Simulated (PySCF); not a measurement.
# [MoF3]+: structure of the triplet

The task is one start of a wider search on [MoF3]+: the triplet, from a PBE0 minimum start. It is relaxed, tested by its Hessian and followed downhill if it is a saddle.

Program: PySCF 2.14.0. Level of theory: PBE0, basis Mo def2-SVP with ECP28, F def2-SVP, scalar-relativistic core potentials, no spin–orbit coupling, density fitting. These are calculated values, not measurements.

## 1. Starting geometry

4 atoms, charge 1, spin multiplicity 3.

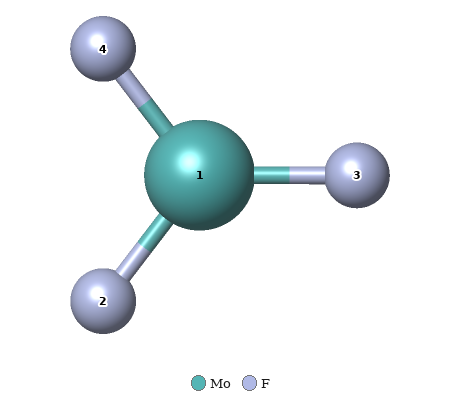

Start geometry, drawn with molybdenum teal, fluorine light blue; atoms are numbered from 1 in the order of the file.

Z-matrix (Å, degrees; charge 1 multiplicity 3):
```
Mo
F  1 1.7822
F  1 1.7631 2 127.31
F  1 1.7822 2 105.38 3 180.00
```

## 2. The SCF at the typed geometry

One driver script runs all steps and calls PySCF; scf.py shows how it sets up the SCF of each step. The optimiser is the driver's own. After this first run the driver tries any further starts and a stability analysis.

Contents of scf.py:

```python
from pyscf import gto, scf, dft
mol = gto.M(atom='''
Mo     0.042235    -0.000000    -0.024080
F     -0.194038    -0.000000     1.742416
F      1.573922    -0.000000    -0.897364
F     -1.598278     0.000000    -0.720536''',
    basis={'Mo': 'def2-SVP', 'F': 'def2-SVP'},
    ecp={'Mo': 'def2-SVP'},
    charge=1, spin=2)
mf = dft.UKS(mol, xc='PBE0')
mf.grids.atom_grid = (50, 194)
aux = {'Mo': 'def2-universal-JKFIT', 'F': 'def2-universal-JKFIT'}
mf = mf.density_fit(auxbasis=aux)
mf.conv_tol = 1e-08
mf.diis_space = 10
mf.max_cycle = 60
mf.init_guess = 'minao'
mf.verbose = 4
mf.kernel()
```

On the command line:

```bash
OMP_NUM_THREADS=2 python axn.py task.json out
```

Log:

```text
init E= -359.700385454908
[... the frontier-level lines of each cycle are left out ...]
cycle= 1 E= -366.688904763512  delta_E= -6.99  |g|= 0.791  |ddm|= 2.18
cycle= 2 E= -363.581892613258  delta_E= 3.11  |g|=    3  |ddm|=  2.2
cycle= 3 E= -366.920401770336  delta_E= -3.34  |g|= 0.254  |ddm|= 1.72
cycle= 4 E= -366.923273020368  delta_E= -0.00287  |g|= 0.239  |ddm|= 0.292
cycle= 5 E= -366.943713474655  delta_E= -0.0204  |g|= 0.0228  |ddm|= 0.143
cycle= 6 E= -366.944037495207  delta_E= -0.000324  |g|= 0.00426  |ddm|= 0.0304
cycle= 7 E= -366.944062358053  delta_E= -2.49e-05  |g|= 0.00171  |ddm|= 0.0116
cycle= 8 E= -366.944068425131  delta_E= -6.07e-06  |g|= 0.000695  |ddm|= 0.00787
cycle= 9 E= -366.944068704157  delta_E= -2.79e-07  |g|= 0.000892  |ddm|= 0.00229
cycle= 10 E= -366.944069026327  delta_E= -3.22e-07  |g|= 0.000101  |ddm|= 0.00092
cycle= 11 E= -366.94406903224  delta_E= -5.91e-09  |g|= 1.47e-05  |ddm|= 0.000176
Extra cycle  E= -366.944069032177  delta_E= 6.3e-11  |g|= 2.91e-05  |ddm|= 4.52e-05
converged SCF energy = -366.944069032177  <S^2> = 2.0069586  2S+1 = 3.0046355
```

This step, with its further starts and checks, ran for 15 s (2 threads of Arm Neoverse N1, shared host).

The starts that the driver tried:

| start | energy (Eh) |
| --- | --- |
| the minimal-basis guess | -366.944069 |
| a thermally smeared density | -366.944069 |
| a smeared PBE density | -366.944069 |

The test of internal stability and the other starts found no lower solution of this spin.

## 3. PBE0 minimum start, triplet: relaxation

The program finds C2v symmetry in the start, which this walk keeps.

Changes to scf.py since step 2:

```diff
@@ -3,4 +3,4 @@
-Mo     0.042235    -0.000000    -0.024080
-F     -0.194038    -0.000000     1.742416
-F      1.573922    -0.000000    -0.897364
-F     -1.598278     0.000000    -0.720536''',
+Mo     0.042326     0.000000    -0.024132
+F     -0.193947     0.000000     1.742364
+F      1.574013     0.000000    -0.897416
+F     -1.598187     0.000000    -0.720588''',
@@ -17 +16,0 @@
-mf.init_guess = 'minao'
```

Steps of the walk:

| step | energy (Eh) | change (kJ/mol) | largest symmetric gradient (Eh/bohr) |
| --- | --- | --- | --- |
| 0 | -366.944069 | 0.00 | 0.00043 |
| 1 | -366.944069 | 0.00 | 0.00005 |

The walk took 5 s.

Geometry (Å) and forces (eV/Å) at some steps:

```
step 0
Mo   0.042   0.000  -0.024   0.031   0.000   0.002
F   -0.194   0.000   1.742  -0.014   0.000  -0.001
F    1.574   0.000  -0.897  -0.011   0.000   0.013
F   -1.598   0.000  -0.721  -0.006   0.000  -0.014
step 1
Mo   0.043   0.000  -0.024   0.006   0.000   0.017
F   -0.194   0.000   1.742  -0.012   0.000  -0.007
F    1.574   0.000  -0.897   0.005   0.000   0.003
F   -1.598   0.000  -0.721   0.000   0.000  -0.012
```

End point (C2v, 1 steps, 0.0 kJ/mol gained): Mo–F 1.763 Å, Mo–F 1.782 Å (×2); F–Mo–F 105.4°, F–Mo–F 127.3° (×2).

## 4. Is it a minimum? Harmonic modes

The point is checked on the finer grid, and tightened if its gradient asks for it. The Hessian and the dipole derivatives come from central differences of analytic gradients, with steps of 0.02 bohr.

Changes to scf.py since step 3:

```diff
@@ -3,4 +3,4 @@
-Mo     0.042326     0.000000    -0.024132
-F     -0.193947     0.000000     1.742364
-F      1.574013     0.000000    -0.897416
-F     -1.598187     0.000000    -0.720588''',
+Mo     0.042296     0.000000    -0.024115
+F     -0.194173     0.000000     1.742358
+F      1.573878     0.000000    -0.897339
+F     -1.598296     0.000000    -0.720391''',
@@ -11 +11 @@
-mf.grids.atom_grid = (50, 194)
+mf.grids.atom_grid = (75, 302)
@@ -14 +14 @@
-mf.conv_tol = 1e-08
+mf.conv_tol = 1e-10
```

The driver hands on the density of the step before, so the log starts near convergence.

Log of the central SCF (cycles and frontier levels):

```text
init E= -366.944014694904
[... the frontier-level lines of each cycle are left out ...]
cycle= 1 E= -366.944014694874  delta_E= 3.02e-11  |g|= 1.01e-05  |ddm|= 9.1e-06
cycle= 2 E= -366.944014694684  delta_E= 1.89e-10  |g|= 2.46e-05  |ddm|= 2.17e-05
cycle= 3 E= -366.94401469491  delta_E= -2.26e-10  |g|= 2.23e-07  |ddm|= 1.54e-05
cycle= 4 E= -366.944014694911  delta_E= -9.09e-13  |g|= 1.13e-07  |ddm|= 2.69e-07
Extra cycle  E= -366.944014694911  delta_E= 1.14e-13  |g|= 2.26e-07  |ddm|= 4.58e-07
converged SCF energy = -366.944014694911  <S^2> = 2.0069589  2S+1 = 3.0046357
```

The whole step took 73 s.

Geometry: C2v; Mo–F 1.763 Å, Mo–F 1.782 Å (×2); F–Mo–F 105.4°, F–Mo–F 127.3° (×2).

Harmonic modes (main isotopes):

```
symmetry  ω (cm⁻¹)  IR (km/mol)  μ (u)     type
      b1        56         29.2  26.94     bend
      b2        60         31.9  22.45     bend
      a1       191          7.1  20.77     bend
      b2       744          180  22.14  stretch
      a1       783          0.0  19.01  stretch
      a1       845          197  24.07  stretch
```

All wavenumbers are real: a minimum.

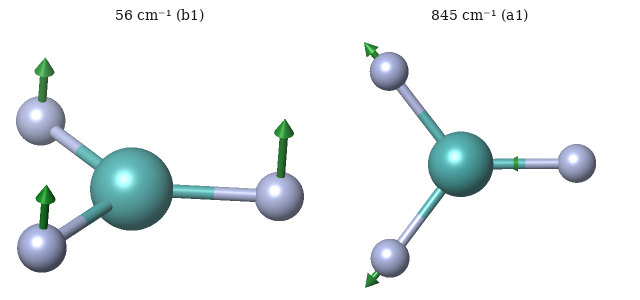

Displacements of 2 of the modes, as arrows (one member where a mode is degenerate).

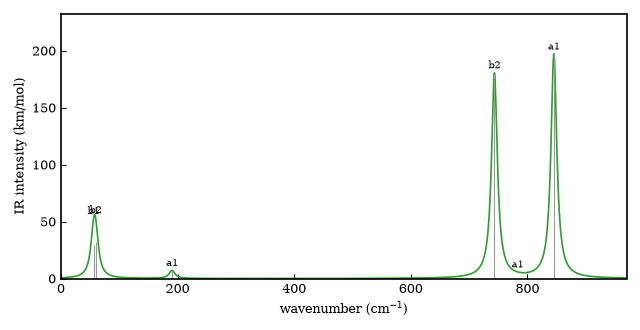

The harmonic infrared spectrum (widths in cm⁻¹). Lines are broadened to a width of 12 cm⁻¹ (Lorentzian).

Constants and moments:

```yaml
Dipole_moment_about_the_centre_of_mass: 1.02 D
Highest_occupied_level: -15.44 eV
Lowest_empty_level: -12.01 eV
Rotational_constants: 0.2208, 0.1636, 0.09398 cm⁻¹
Zero-point_energy: 16.0 kJ/mol
Principal_polarisabilities: 19.4, 27.8, 30.6 bohr³
Principal_traceless_quadrupole_moments_about_the_centre_of_mass: -2.19, -1.27, 3.46 D Å
Entropy_at_298.15_K_and_1_bar_electronic_part_spin_only: 332.5 J/(mol K)
Heat_capacity_Cp_at_298.15_K: 65.9 J/(mol K)
Enthalpy_at_298.15_K_above_0_K: 16.37 kJ/mol
Rotational_symmetry_number: 2
Spin_squared_⟨S²⟩: 2.007
```

Populations by atom (charges in e):

```
atom  Mulliken  Löwdin  polar tensor  spin (Mulliken)  Mayer order to Mo1
 Mo1      1.66    1.00          2.69             1.96                   –
F2,4     -0.22   -0.01         -0.56             0.05                1.23
  F3     -0.21    0.02         -0.56            -0.05                1.25
```

Outer orbital energies (eV). α occupied: -21.29, -20.94, -20.17, -20.09, -19.82, -19.51, -15.76, -15.44; empty: -12.01, -10.07, -9.26, -6.11. β occupied: -22.05, -21.22, -21.07, -20.19, -20.03, -19.79, -19.72, -19.51; empty: -11.10, -10.83, -10.47, -9.33.

Mulliken populations on Mo1 (outside its core potential): s 2.30, p 6.25, d 3.71, f 0.09.

## 5. Summary of results

| quantity | value |
| --- | --- |
| minimum | triplet, C2v |
| geometry | Mo–F 1.763 Å, Mo–F 1.782 Å (×2); F–Mo–F 105.4°, F–Mo–F 127.3° (×2) |
| wavenumbers (cm⁻¹) | 56 (b1), 60 (b2), 191 (a1), 744 (b2), 783 (a1), 845 (a1) |
| dipole moment (centre of mass) | 1.02 D |
| highest occupied, lowest empty level (either spin) | -15.44, -12.01 eV |
| polar-tensor charge of Mo1 | +2.69 e |
| zero-point energy | 16.0 kJ/mol |
| entropy at 298.15 K | 332.5 J/(mol K) |
| ⟨S²⟩ | 2.007 |

What this shows: The molecule stays C2v, as typed, and the end point is a minimum. The strongest infrared band lies at 845 cm⁻¹ (a1, stretch). Most of the spin sits on Mo1 (Mulliken spin 1.96, against 2 for the whole molecule). Only this shape and spin were tried, so other structures or states may lie lower. One determinant may miss the lowest occupation of an open d or f shell.

The search up to here took 93 s.
